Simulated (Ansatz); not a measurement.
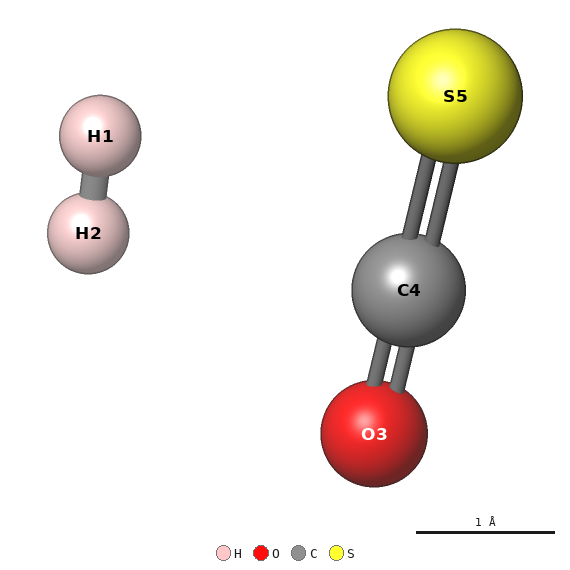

Figure made from data computed with Ansatz.

Orthographic view. Depth is shown by fading: the farther an atom, the more it takes the colour of the background. Geometry: a pair of rigid molecules at a changed separation.

Give the distance matrix in Å.

| atom | H1 | H2 | O3 | C4 | S5 |
| --- | --- | --- | --- | --- | --- |
| H1 | 0.00 |  |  |  |  |
| H2 | 0.75 | 0.00 |  |  |  |
| O3 | 3.11 | 2.82 | 0.00 |  |  |
| C4 | 2.88 | 2.88 | 1.15 | 0.00 |  |
| S5 | 3.27 | 3.60 | 2.71 | 1.56 | 0.00 |
